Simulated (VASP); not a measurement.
```
CELL_PARAMETERS angstrom
      0.00000     3.21194     3.21194
      3.21194     0.00000     3.21194
      3.21194     3.21194     0.00000
ATOMIC_POSITIONS crystal
  K  0.00000 0.00000 0.00000
  Cl 0.50000 0.50000 0.50000
```

These are TPSS meta-GGA, VASP's PBE PAW potentials (set 64) (plane waves; VASP 6.6.1) values and carry that method's errors. Numerical set-up: 520 eV cut-off, 8×8×8 Γ-centred mesh, tetrahedra with Blöchl corrections, potentials K_sv Cl.

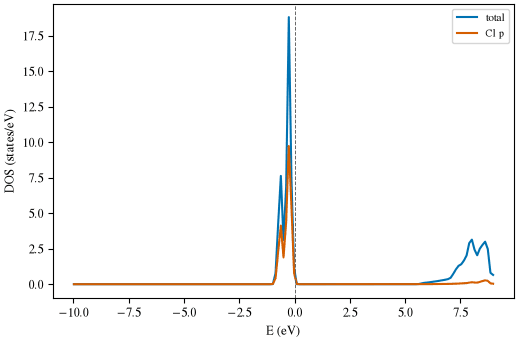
Total and projected density of states, zero at the valence-band maximum

Within 2 eV below the valence-band maximum the largest weight inside VASP's projection spheres is Cl p.

The gap is direct, 5.51 eV, from the valence maximum at Γ to the conduction minimum at Γ.

The compound is KCl in the rock salt structure. It was relaxed first, which changed the volume by +7 %.
